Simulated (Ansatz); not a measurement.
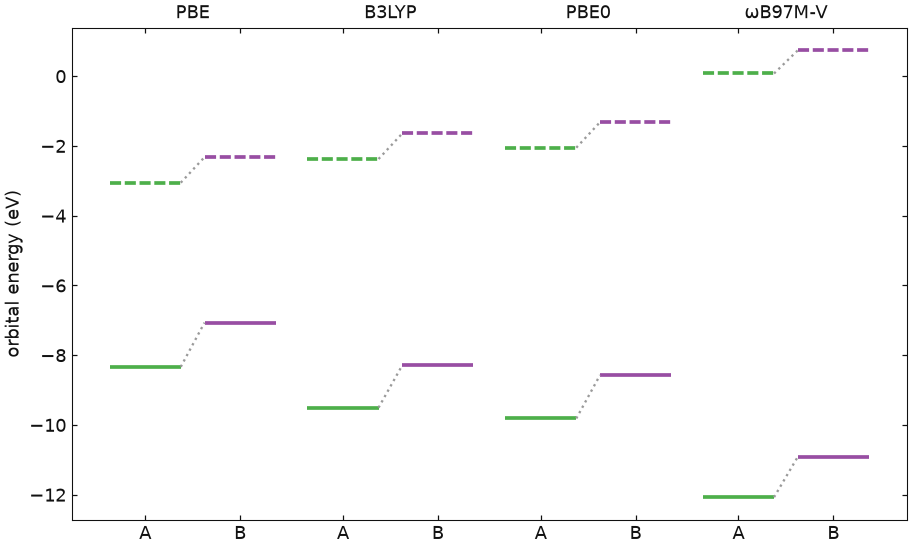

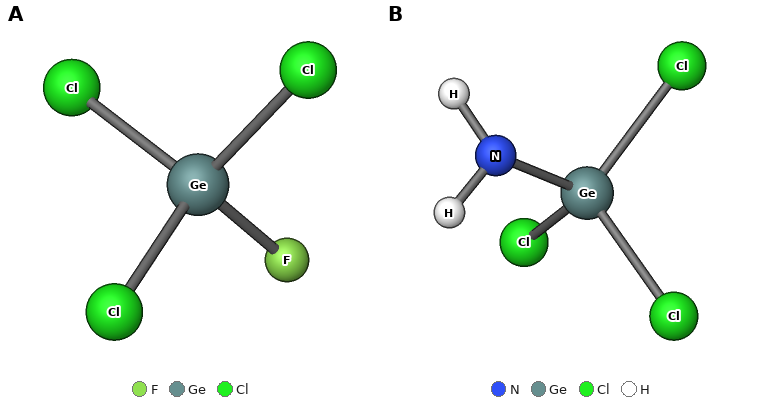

One change: A, GeCl₃F (SMILES [F][Ge]([Cl])([Cl])[Cl]), becomes B, GeNH₂Cl₃ (SMILES [NH2][Ge]([Cl])([Cl])[Cl]). F on Ge is replaced by NH₂. HOMO (solid) and LUMO (dashed) computed in def2-TZVPP at PBE0-D4/def2-TZVP geometries, both minima by their frequencies, gas phase, the Ansatz code 0.2.0. Empty levels above zero depend strongly on the basis.

### What does the change do to HOMO and LUMO?

PBE: the HOMO rises by 1.27 eV, the LUMO rises by 0.73 eV, and the separation goes from 5.28 to 4.75 eV. B3LYP: the HOMO rises by 1.22 eV, the LUMO rises by 0.73 eV, and the separation goes from 7.13 to 6.65 eV. PBE0: the HOMO rises by 1.24 eV, the LUMO rises by 0.73 eV, and the separation goes from 7.76 to 7.25 eV. ωB97M-V: the HOMO rises by 1.16 eV, the LUMO rises by 0.66 eV, and the separation goes from 12.15 to 11.65 eV.

### Do the functionals agree on the effect?

They agree on the direction for both levels; the HOMO shift lies between 1.16 and 1.27 eV and the LUMO shift between 0.66 and 0.73 eV, while the separations themselves differ by up to 6.9 eV between functionals.
